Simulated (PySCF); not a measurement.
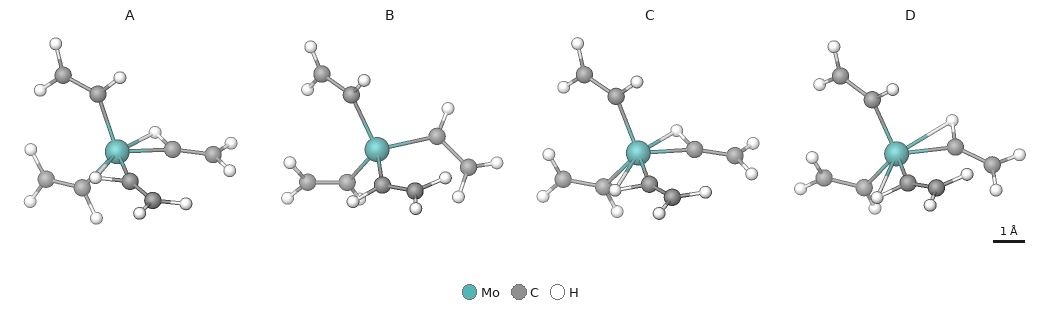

4 geometries from one relaxation of C₈H₁₂Mo, in shuffled order. A ball-and-stick model, seen from a free direction.

The start comes from GFN2-xTB. Its atoms were then displaced at random by about 0.03 Å.

The calculation used PySCF 2.14.0, density-fitted response routines, PBE0-D3(BJ)/def2-SVP geometry optimisation, gas phase. 

Order the frames from highest to lowest energy.

B, D, C, A. They are steps 0, 18, 22, 40, at +34.8 kcal/mol, +2.72 kcal/mol, +1.70 kcal/mol relative to the last. The energy falls by 34.8 kcal/mol in 40 geometry steps. The largest moves after the best rigid fit, 1.36 Å, are those of H atoms. Largest moves by element: H 1.36 Å, C 0.46 Å, Mo 0.07 Å. Near-neighbour distances that change, for instance: H–Mo 2.953 → 2.068 Å, H–Mo 2.732 → 2.094 Å, C–Mo 2.156 → 1.937 Å, C–C 1.438 → 1.335 Å. Among the angles between lasting bonds that change: Mo–C–H 128.6° → 79.7°, Mo–C–C 120.0° → 160.1°, Mo–C–H 116.7° → 81.0°. Groups turn about C–Mo by about 40°, C–Mo by about 35°. Cost: 18 min on 1 thread of Arm Neoverse V2 (shared host).
